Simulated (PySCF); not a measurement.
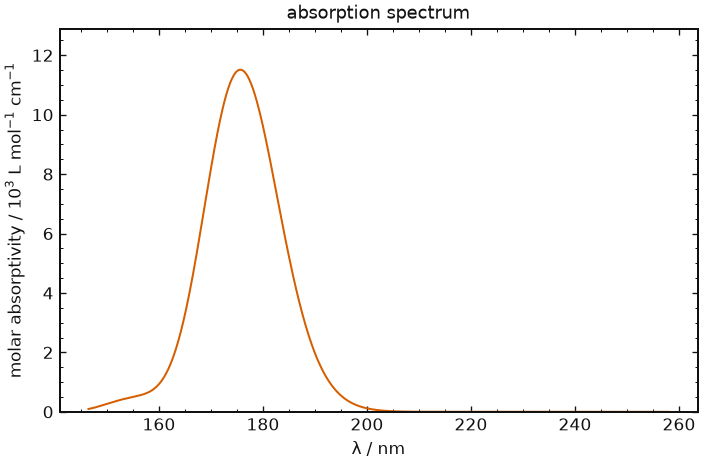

Vertical TDDFT excitations, B3LYP/def2-SVPD with PySCF 2.14.0, at a PBE0-D3(BJ)/def2-SVP geometry (no frequency check), gas phase. Only the first 15 singlet excitations are included; each is broadened by a Gaussian of 1/e half-width 0.40 eV. States within 0.01 eV of each other are merged, with their strengths summed. The highest state may be half of a pair whose partner wasn't computed.

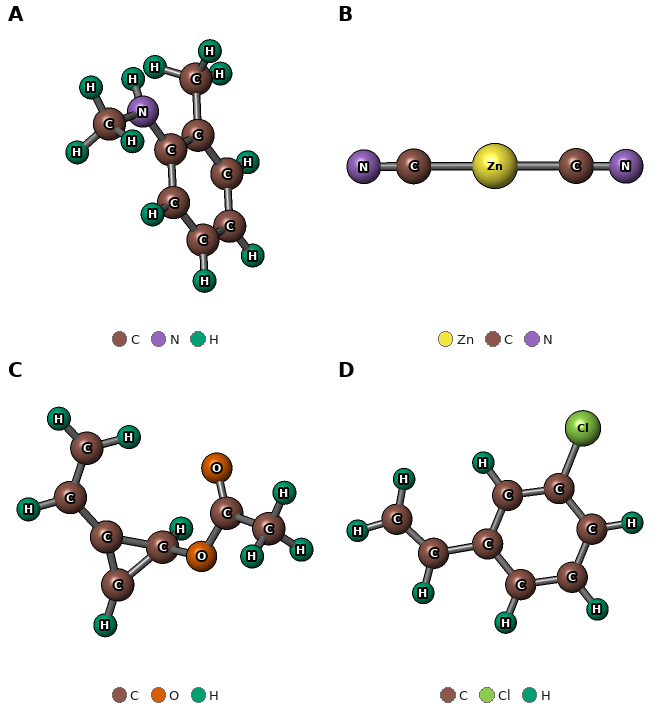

Whose absorption spectrum is this? Choose among the lettered structures.

Answer. Structure B, C₂N₂Zn (Zn(CN)2), SMILES N#[C][Zn][C]#N, singlet. Its lowest singlet lies at 6.01 eV (f = 0.000) and the brightest of those computed is S11 at 7.06 eV (176 nm), f = 0.281, mixed, the largest part being HOMO → LUMO+1 (44 %).

Caveats: core orbitals are frozen in the response.
